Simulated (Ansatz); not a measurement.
# AgF (model cell, started as NiAs type): following an unstable mode, part 2 of 2

Wanted: the energy along a soft mode of AgF (model cell, started as NiAs type) and the structure at the end.

Ansatz 0.2.0; DFT PBEsol, scalar-relativistic, plane waves, PAW.

So far, highest frequency on the path or at a solved wavevector (cm⁻¹): step 2 (the dispersion) 314. Also lowest frequency on the path (cm⁻¹): step 2 -37.3.

The structure was built from a prototype and need not be the compound's stable phase.

## (5) Energy along the mode, all amplitudes (two of the runs are shown above)

An imaginary frequency means negative curvature, so the energy should fall and then rise again as anharmonic terms take over.

Numbers from this step:

| Property | Result |
| --- | --- |
| depth at the lowest point sampled | 0.885 meV/atom |
| largest atomic shift at that point | 0.22 Å |

Table of energy from the parent by largest atomic shift:

```csv
largest atomic shift (Å),energy from the parent (meV/atom)
0.000,0
0.040,-0.083
0.080,-0.309
0.140,-0.763
0.220,-0.885
0.320,2.32
0.450,21.1
```

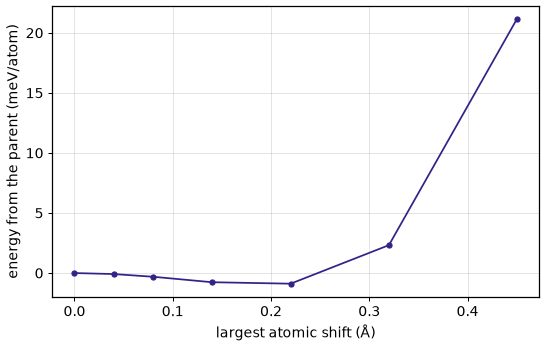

Energy from the parent against largest atomic shift.

Displacement at unit largest shift by atom:

```csv
atom,x (Å),y (Å),z (Å),size
Ag1,0.34,-0.20,0.00,0.39
Ag2,0.34,-0.20,0.00,0.39
Ag3,-0.68,0.40,0.00,0.79
Ag4,-0.34,0.20,0.00,0.39
Ag5,-0.34,0.20,0.00,0.39
Ag6,0.68,-0.40,0.00,0.79
F7,0.00,0.00,0.50,0.50
F8,0.00,0.00,-1.00,1.00
F9,0.00,0.00,0.50,0.50
F10,0.00,0.00,0.50,0.50
F11,0.00,0.00,-1.00,1.00
F12,0.00,0.00,0.50,0.50
```

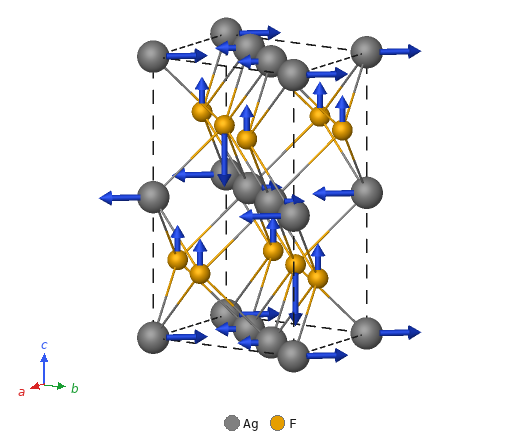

Displacement at unit largest shift as arrows, the longest 1 Å. Some periodic images of atoms are drawn too.

The lowest of the steps tried is at 0.22 Å, 0.885 meV/atom below the parent; the bottom of the well need not coincide with a step.

## (6) Relaxing from the distorted cell

Starting from the lowest point found, all atoms and the cell are let go, so that strain and other modes of the same symmetry can join in.

input.yaml

```yaml
crystal:
  lattice:
    - [4.5570966216, 2.6310461171, 0.0]
    - [-4.4651e-06, 5.2620845003, 0.0]
    - [0.0, 0.0, 6.8619586866]
  atoms:
    - { symbol: Ag, position: [0.3498284681, 0.3168378298, 2.072e-07] }
    - { symbol: Ag, position: [0.6831621702, 0.6501715319, 2.072e-07] }
    - { symbol: Ag, position: [-0.0329918351, 1.0329918351, -4.145e-07] }
    - { symbol: Ag, position: [0.3168381986, 0.3498288368, 0.5000002072] }
    - { symbol: Ag, position: [0.6501711632, 0.6831618014, 0.5000002072] }
    - { symbol: Ag, position: [0.0329918351, 0.9670081649, 0.4999995855] }
    - { symbol: F, position: [1.0, 0.3333333333, 0.2660298269] }
    - { symbol: F, position: [0.3333333333, 0.6666666667, 0.2179391832] }
    - { symbol: F, position: [0.6666666667, 0.0, 0.2660298269] }
    - { symbol: F, position: [0.3333333333, 0.0, 0.766031213] }
    - { symbol: F, position: [0.6666666667, 0.3333333333, 0.7179399] }
    - { symbol: F, position: [1.0, 0.6666666667, 0.766031213] }
kpoints:
  mp_grid: { grid: [9, 9, 6] }
hamiltonian:
  xc: pbesol
scf:
  occupations: { method: methfessel_paxton, width: 0.2 }
output:
  forces: true
  stress: true
  eigenvalues: true
relax:
  adjacent_minimum: "off"
  f_tol: 0.002
  max_steps: 120
  cell: { stress_tol: 0.03 }
```

Run with:

```sh
ansatz run input.yaml --threads 4 --pin off --max-ram 7168MiB --backend cpu --events-out ev --progress --plain --runs-dir out
```

Numbers of over 12 decimals in the logs are rounded to 6 here.

The log of the run:

```text
[...]
Crystal: 12 atoms, lattice volume = 164.549 Å³
Basis set: ecut = 420 eV, 3221 PW (Γ), exchange–correlation on 72×72×96 points (8 copies of the dense FFT grid, shifted against one another)
Bands: 94, of which v1, the nominal top of the filled ones, is band 78 counted from 1 (77 counted from 0)
Symmetry: 4 space group operations
[...]
k-points: 100 of 486 (time reversal used)
[...]
SCF iter   1: F=—  HF=-49929.543284 eV  |F-HF|=—  |Δ(HF+E_count)|=         —  Δρ=1.78e-2  dr2=3.62e-1  ethr=1.77e-3  ⟨swp⟩=4.9  Hψ=28782  notcnv=0  defer=134
[...]
SCF iter   9: F=-49929.446298 eV  HF=-49929.446298 eV  |F-HF|=1.38e-8  |Δ(HF+E_count)|=   2.82e-8  S|Δr|=    0.00e0  Δρ=2.79e-6  dr2=1.66e-8  ethr=6.41e-11  ⟨swp⟩=3.6  Hψ=24884  notcnv=0
SCF 1 converged in 9 iterations: F = -49929.446298 eV  dr2 = 1.66e-8
[...]
relax step   1: F+E_penalty+E_count = -49929.44629762 eV  Δ(F+E_penalty+E_count) = +0.000e0 eV  max|allowed force component| = 9.986e-2 eV/Å  Δτ_max = 0.0000 Å  P = +0.589 GPa  Ω = 164.549 Å³  (9 SCF iters, dr2 threshold 1.00e-7 eV, accepted)
Crystal: 12 atoms, lattice volume = 166.376 Å³
Basis set: ecut = 420 eV, 3245 PW (Γ), exchange–correlation on 72×72×96 points (8 copies of the dense FFT grid, shifted against one another)
[...]
SCF iter   6: F=-49929.459936 eV  HF=-49929.459937 eV  |F-HF|=6.64e-7  |Δ(HF+E_count)|=   6.69e-6  S|Δr|=    0.00e0  Δρ=3.37e-5  dr2=1.14e-6  ethr=7.69e-10  ⟨swp⟩=3.7  Hψ=36536  notcnv=0
SCF 2 converged in 6 iterations: F = -49929.459936 eV  dr2 = 1.14e-6
relax step   2: F+E_penalty+E_count = -49929.45993597 eV  Δ(F+E_penalty+E_count) = -1.364e-2 eV  max|allowed force component| = 3.650e-2 eV/Å  Δτ_max = 0.0149 Å  P = -0.128 GPa  Ω = 166.376 Å³  energy of the carried Pulay correction = -5.882e-3 eV  (6 SCF iters, dr2 threshold 1.20e-6 eV, accepted)
Crystal: 12 atoms, lattice volume = 166.752 Å³
Basis set: ecut = 420 eV, 3261 PW (Γ), exchange–correlation on 72×72×96 points (8 copies of the dense FFT grid, shifted against one another)
[...]
SCF iter   7: F=-49929.467004 eV  HF=-49929.467004 eV  |F-HF|=9.21e-8  |Δ(HF+E_count)|=   5.62e-7  S|Δr|=    0.00e0  Δρ=7.96e-6  dr2=1.14e-7  ethr=2.82e-10  ⟨swp⟩=3.2  Hψ=32425  notcnv=0
the search or the solves at the SCF's close seem to have found levels that the self-consistency loop had missed (the run counts 1). By its estimate they hold under 1e-12 electrons; where the run keeps them, the occupations were computed again with them
SCF 3 converged in 7 iterations: F = -49929.467004 eV  dr2 = 1.14e-7
relax step   3: F+E_penalty+E_count = -49929.46700411 eV  Δ(F+E_penalty+E_count) = -7.068e-3 eV  max|allowed force component| = 6.058e-2 eV/Å  Δτ_max = 0.0235 Å  P = -0.032 GPa  Ω = 166.752 Å³  energy of the carried Pulay correction = -7.084e-3 eV  (7 SCF iters, dr2 threshold 4.39e-7 eV, accepted)
[... from here on, the SCF cycles and remarks between the steps are left out ...]
relax step   4: F+E_penalty+E_count = -49929.47251093 eV  Δ(F+E_penalty+E_count) = -5.507e-3 eV  max|allowed force component| = 8.295e-2 eV/Å  Δτ_max = 0.0660 Å  P = -0.428 GPa  Ω = 168.200 Å³  energy of the carried Pulay correction = -1.169e-2 eV  (8 SCF iters, dr2 threshold 2.29e-7 eV, accepted)
relax step   5: F+E_penalty+E_count = -49929.48227334 eV  Δ(F+E_penalty+E_count) = -9.762e-3 eV  max|allowed force component| = 4.237e-2 eV/Å  Δτ_max = 0.0620 Å  P = -0.094 GPa  Ω = 168.312 Å³  energy of the carried Pulay correction = -1.205e-2 eV  (6 SCF iters, dr2 threshold 1.06e-6 eV, accepted)
relax step   6: F+E_penalty+E_count = -49929.47972439 eV  Δ(F+E_penalty+E_count) = +2.549e-3 eV  max|allowed force component| = 3.603e-2 eV/Å  Δτ_max = 0.0719 Å  P = +0.104 GPa  Ω = 169.146 Å³  energy of the carried Pulay correction = -1.468e-2 eV  (8 SCF iters, dr2 threshold 1.32e-7 eV, accepted)
relax step   7: F+E_penalty+E_count = -49929.48486323 eV  Δ(F+E_penalty+E_count) = -5.139e-3 eV  max|allowed force component| = 1.055e-2 eV/Å  Δτ_max = 0.0414 Å  P = -0.025 GPa  Ω = 168.745 Å³  energy of the carried Pulay correction = -1.341e-2 eV  (7 SCF iters, dr2 threshold 2.09e-7 eV, accepted)
relax step   8: F+E_penalty+E_count = -49929.48543560 eV  Δ(F+E_penalty+E_count) = -5.724e-4 eV  max|allowed force component| = 1.480e-3 eV/Å  Δτ_max = 0.0035 Å  P = +0.006 GPa  Ω = 168.609 Å³  energy of the carried Pulay correction = -1.299e-2 eV  (7 SCF iters, dr2 threshold 1.00e-8 eV, accepted)
relax step   9: F+E_penalty+E_count = -49929.51247624 eV  Δ(F+E_penalty+E_count) = -2.704e-2 eV  max|allowed force component| = 1.531e-3 eV/Å  Δτ_max = 0.0000 Å  P = +0.271 GPa  Ω = 168.609 Å³  stress off target by 6.35e-1 GPa  SCF on the basis re-selected at this cell (its energy is not comparable with the rows above)  (8 SCF iters)
relax step  10: F+E_penalty+E_count = -49929.51300123 eV  Δ(F+E_penalty+E_count) = -5.250e-4 eV  max|allowed force component| = 2.653e-2 eV/Å  Δτ_max = 0.0431 Å  P = +0.139 GPa  Ω = 169.305 Å³  energy of the carried Pulay correction = -2.525e-3 eV  (7 SCF iters, dr2 threshold 1.01e-6 eV, accepted)
relax step  11: F+E_penalty+E_count = -49929.51504815 eV  Δ(F+E_penalty+E_count) = -2.047e-3 eV  max|allowed force component| = 6.816e-3 eV/Å  Δτ_max = 0.0210 Å  P = +0.122 GPa  Ω = 169.488 Å³  energy of the carried Pulay correction = -3.380e-3 eV  (7 SCF iters, dr2 threshold 3.19e-7 eV, accepted)
relax step  12: F+E_penalty+E_count = -49929.51286037 eV  Δ(F+E_penalty+E_count) = +2.188e-3 eV  max|allowed force component| = 9.062e-3 eV/Å  Δτ_max = 0.0072 Å  P = -0.218 GPa  Ω = 170.123 Å³  energy of the carried Pulay correction = -5.512e-3 eV  (7 SCF iters, dr2 threshold 6.19e-8 eV, rejected (line search))
relax step  13: F+E_penalty+E_count = -49929.51489956 eV  Δ(F+E_penalty+E_count) = +1.486e-4 eV  max|allowed force component| = 2.005e-3 eV/Å  Δτ_max = 0.0048 Å  P = +0.041 GPa  Ω = 169.609 Å³  energy of the carried Pulay correction = -3.786e-3 eV  (10 SCF iters, accepted)
relax step  14: F+E_penalty+E_count = -49929.51481347 eV  Δ(F+E_penalty+E_count) = +8.608e-5 eV  max|allowed force component| = 1.033e-3 eV/Å  Δτ_max = 0.0049 Å  P = -0.008 GPa  Ω = 169.652 Å³  energy of the carried Pulay correction = -3.935e-3 eV  (7 SCF iters, dr2 threshold 7.36e-9 eV, accepted)
relax step  15: F+E_penalty+E_count = -49929.52053730 eV  Δ(F+E_penalty+E_count) = -5.724e-3 eV  max|allowed force component| = 7.623e-4 eV/Å  Δτ_max = 0.0000 Å  P = +0.020 GPa  Ω = 169.652 Å³  stress off target by 1.50e-1 GPa  SCF on the basis re-selected at this cell (its energy is not comparable with the rows above)  (7 SCF iters)
relax step  16: F+E_penalty+E_count = -49929.52076468 eV  Δ(F+E_penalty+E_count) = -2.274e-4 eV  max|allowed force component| = 2.820e-3 eV/Å  Δτ_max = 0.0102 Å  P = +0.015 GPa  Ω = 169.745 Å³  energy of the carried Pulay correction = -3.849e-4 eV  (6 SCF iters, dr2 threshold 5.60e-8 eV, accepted)
relax step  17: F+E_penalty+E_count = -49929.52065778 eV  Δ(F+E_penalty+E_count) = +1.069e-4 eV  max|allowed force component| = 1.775e-3 eV/Å  Δτ_max = 0.0068 Å  P = -0.002 GPa  Ω = 169.785 Å³  energy of the carried Pulay correction = -5.363e-4 eV  (7 SCF iters, dr2 threshold 4.97e-10 eV, accepted)
relax step  18: F+E_penalty+E_count = -49929.52140275 eV  Δ(F+E_penalty+E_count) = -7.450e-4 eV  max|allowed force component| = 1.860e-3 eV/Å  Δτ_max = 0.0000 Å  P = +0.001 GPa  Ω = 169.785 Å³  stress off target by 5.35e-2 GPa  SCF on the basis re-selected at this cell (its energy is not comparable with the rows above)  (6 SCF iters)
relax step  19: F+E_penalty+E_count = -49929.52138321 eV  Δ(F+E_penalty+E_count) = +1.954e-5 eV  max|allowed force component| = 3.927e-4 eV/Å  Δτ_max = 0.0038 Å  P = -0.000 GPa  Ω = 169.809 Å³  energy of the carried Pulay correction = -1.010e-4 eV  (6 SCF iters, dr2 threshold 7.16e-9 eV, accepted)
[...]
SCF iter   5: F=-49929.521489 eV  HF=-49929.521489 eV  |F-HF|=1.46e-11  |Δ(HF+E_count)|=  2.91e-11  S|Δr|=    0.00e0  Δρ=8.27e-8  dr2=1.21e-11  ethr=1.00e-12  ⟨swp⟩=5.5  Hψ=31306  notcnv=0
SCF 20 converged in 5 iterations: F = -49929.521489 eV  dr2 = 1.21e-11
relax step  20: F+E_penalty+E_count = -49929.52148871 eV  Δ(F+E_penalty+E_count) = -1.055e-4 eV  max|allowed force component| = 4.090e-4 eV/Å  Δτ_max = 0.0000 Å  P = +0.000 GPa  Ω = 169.809 Å³  stress off target by 1.78e-2 GPa  SCF on the basis re-selected at this cell (its energy is not comparable with the rows above)  (5 SCF iters)
[...]
SCF converged after 5 iterations
[...]
Free energy (F): -49929.521489 eV
[...]
Internal energy: -49929.552700 eV  (E = F + TS)
E sigma→0 (E₀):  -49929.529292 eV
Entropy (-TS):   0.031211 eV (2.601 meV/atom)
Fermi energy:    9.831441 eV
Step filling:    the computed levels leave a gap of 0.0368 eV = 0.2 smearing widths at the electron count; against every level under it full and every level over it empty, smearing changes F+E_penalty+E_count by +14.166 meV and its σ→0 estimate by +6.363 meV
[...]
--- Forces (eV/Å), atoms counted from 1 ---
  atom   1  Ag     0.00011884     0.00010296     0.00025043
  atom   2  Ag    -0.00002974    -0.00015440     0.00025043
  atom   3  Ag    -0.00040899     0.00023613    -0.00014357
  atom   4  Ag     0.00002974     0.00015440     0.00025043
  atom   5  Ag    -0.00011884    -0.00010296     0.00025043
  atom   6  Ag     0.00040899    -0.00023613    -0.00014357
  atom   7  F      0.00001125     0.00023590    -0.00017854
  atom   8  F     -0.00013682     0.00007899    -0.00000131
  atom   9  F     -0.00019867    -0.00012769    -0.00017854
  atom  10  F      0.00019867     0.00012769    -0.00017854
  atom  11  F      0.00013682    -0.00007899    -0.00000131
  atom  12  F     -0.00001125    -0.00023590    -0.00017854
  max |Σ_I F_I| component: 2.21e-6 eV/Å
--- Stress (GPa, compression-positive) ---
        0.011614      -0.010719      -0.000000
       -0.010719      -0.000764       0.000000
        0.000000      -0.000000      -0.010028
  P = ⅓ Tr σ = 0.0003 GPa (0.003 kbar)
--- Band table (eV; the first three rows and the last of 100) ---
  k-point 0: bands = [... 74 lower, 9.0946, 9.1836, 9.5495, 9.5614, 9.8388, 13.8187, 14.9600, 16.7253, ... 12 higher]
  k-point 1: bands = [... 74 lower, 9.2570, 9.2757, 9.6265, 9.6275, 9.9241, 13.0852, 15.6820, 16.7334, ... 12 higher]
  k-point 2: bands = [... 74 lower, 9.5026, 9.5660, 9.7456, 9.7511, 10.2888, 12.0362, 16.5353, 16.7607, ... 12 higher]
  k-point 99: bands = [... 74 lower, 9.3211, 9.3211, 9.3444, 9.3444, 12.6494, 12.6494, 13.1422, 13.1422, ... 12 higher]
--- Relaxed structure (16 steps of the walk, 15 accepted, 4 SCFs on fresh bases) ---
  F+E_penalty+E_count = -49929.52148871 eV   max|allowed force component| = 4.090e-4 eV/Å   (the final SCF, on the basis selected at the relaxed cell)
  cell:  # Å, volume = 169.8092 Å³
    - [4.722069, 2.543690, 0]
    - [-0.158143, 5.361277, 0]
    - [0, 0, 6.602586]
  atoms:
    - { symbol: Ag, position: [0.348618, 0.311768, 0.00223648] }
    - { symbol: Ag, position: [0.688232, 0.651382, 0.00223648] }
    - { symbol: Ag, position: [-0.062465, 1.062465, -0.00218409] }
    - { symbol: Ag, position: [0.311768, 0.348618, 0.502236] }
    - { symbol: Ag, position: [0.651382, 0.688232, 0.502236] }
    - { symbol: Ag, position: [0.062465, 0.937535, 0.497816] }
    - { symbol: F, position: [1.002102, 0.328294, 0.280151] }
    - { symbol: F, position: [0.320416, 0.679584, 0.187410] }
    - { symbol: F, position: [0.671706, -0.00210238, 0.280151] }
    - { symbol: F, position: [0.328294, 0.00210238, 0.780151] }
    - { symbol: F, position: [0.679584, 0.320416, 0.687410] }
    - { symbol: F, position: [0.997898, 0.671706, 0.780151] }
```

The job ended after 8.2 min (4 threads of Intel Xeon 6975P-C (Granite Rapids), shared host; peak memory 1.5 GiB; 32 min of CPU time).

Step by step:

```csv
step,energy less that of the first step (eV),largest force component (eV/Å),pressure (GPa),volume (Å³)
1,0.0000,0.0999,0.59,164.55
2,-0.0136,0.0365,-0.13,166.38
3,-0.0207,0.0606,-0.03,166.75
4,-0.0262,0.0830,-0.43,168.20
5,-0.0360,0.0424,-0.09,168.31
6,-0.0334,0.0360,0.10,169.15
7,-0.0386,0.0106,-0.02,168.74
8,-0.0391,0.0015,0.01,168.61
9*,-0.0662,0.0015,0.27,168.61
10,-0.0667,0.0265,0.14,169.30
11,-0.0687,0.0068,0.12,169.49
12,-0.0666,0.0091,-0.22,170.12
13,-0.0686,0.0020,0.04,169.61
14,-0.0685,0.0010,-0.01,169.65
15*,-0.0742,0.0008,0.02,169.65
16,-0.0745,0.0028,0.02,169.75
17,-0.0744,0.0018,0.00,169.79
18*,-0.0751,0.0019,0.00,169.79
19,-0.0751,0.0004,0.00,169.81
20*,-0.0752,0.0004,0.00,169.81
```

Relaxation steps marked * repeat the geometry before them on a plane-wave basis chosen anew for their cell, so energy and pressure can jump there. Relaxation step 12 was tried and not accepted.

The run keeps the 4 symmetry operations that it works with, so distortions that break them were not tested.

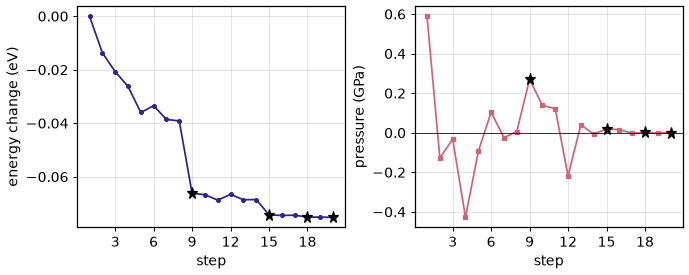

Energy and pressure along the relaxation. Stars mark steps on a basis chosen anew.

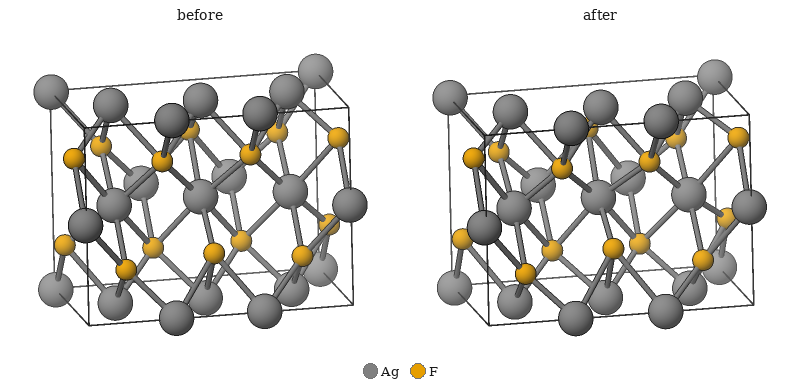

The structure before and after the relaxation, drawn at the same scale.

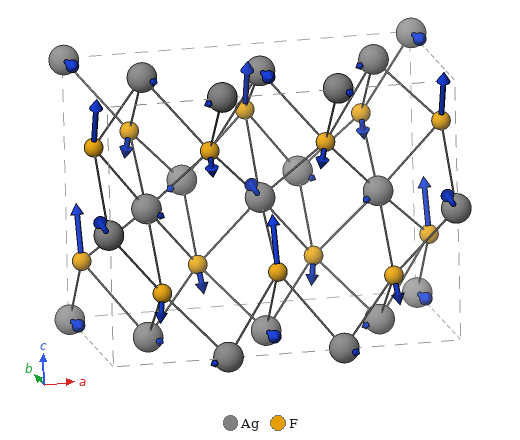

Displacements in the relaxation, exaggerated, measured against the changing cell; the longest in the cell stands for 0.21 Å. Some periodic images of atoms are drawn too.

```csv
"conventional cell, symmetrised",before,after,change
a (Å),9.114,9.128,+0.1 %
b (Å),5.262,5.635,+7.1 %
c (Å),6.862,6.603,-3.8 %
volume (Å³/atom),13.71,14.15,+3.2 %
```

The atoms that moved most (Å, as changes of fractional coordinates times the final cell):

```csv
atom,dx,dy,dz,length
F11,0.063,-0.036,-0.202,0.214
F8,-0.063,0.036,-0.202,0.214
Ag3,-0.144,0.083,-0.014,0.167
Ag6,0.144,-0.083,-0.014,0.167
F7,0.011,-0.022,0.093,0.096
F9,0.024,0.002,0.093,0.096
F12,-0.011,0.022,0.093,0.096
F10,-0.024,-0.002,0.093,0.096
```

The relaxed structure:

```xyz
12
Lattice="4.7221 2.5437 0.0000 -0.1581 5.3613 0.0000 0.0000 0.0000 6.6026" Properties=species:S:1:pos:R:3 pbc="T T T"
Ag    1.5969    2.5583    0.0148
Ag    3.1469    5.2429    0.0148
Ag   -0.4630    5.5373   -0.0144
Ag    1.4171    2.6621    3.3161
Ag    2.9670    5.3467    3.3161
Ag    0.1467    5.1853    3.2869
F     4.6801    4.3091    1.8497
F     1.4056    4.4585    1.2374
F     3.1722    1.6973    1.8497
F     1.5499    0.8463    5.1510
F     3.1584    3.4465    4.5387
F     4.6059    6.1395    5.1510
```

This step gave:

```
pressure          : 2.74e-4 GPa
volume per atom   : 14.15 Å³
gap on the k-mesh : 0.03682 eV
```

The distorted start has space group Cmc2_1; the relaxation ends in Cmc2_1.

## (7) Results

```json
{
 "unstable mode of the parent": "q = (0.333, 0.333, 0), 36i cm⁻¹",
 "depth at the lowest point sampled": "0.885 meV/atom",
 "largest atomic shift at that point": "0.22 Å",
 "space group reached (within 0.01 Å)": "Cmc2_1",
 "energy gained over the parent (first relaxation, on the mesh of the frozen mode)": "7.28 meV/atom",
 "volume per atom, phase reached": "14.2 Å³",
 "gap on the k-mesh, phase reached": "0.0368 eV"
}
```

Along this mode the structure falls into Cmc2_1, 7.28 meV/atom below the parent. At the parent's cell the well is 0.885 meV/atom deep on the steps tried, with its lowest point at a shift of 0.22 Å. Relaxing atoms and cell changes the gain by +6.40 meV/atom against the lowest step (energies at zero smearing). Most of the total comes from this relaxation. The modes of the phase reached were not computed on this path. How so shallow a well moves with the k mesh was not tested. Of the 4 patterns followed to their end from this parent, this one ends 2.34 meV/atom above the lowest, Cmcm. Each path keeps the symmetry of its pattern, so a lower phase may lie along a pattern not tried. With no gap, or one that is small against the smearing, the frequencies hang on the k mesh and the smearing, most of all near Kohn anomalies. A semilocal functional can close a gap that the real compound would have, so the metallic treatment may be an artefact of the level. The starting cell was built on a prototype and not taken from a measurement, so the phase need not exist.

[Logs are printed without paths, hosts, clocks, repeated set-up lines and the standing remarks that a program may print on its own settings, such as how far it seeks lower states.]

[Hosts, paths, dates, database ids (printed as entryN), source tags and the programs' standing remarks are cut or masked in the printed files.]
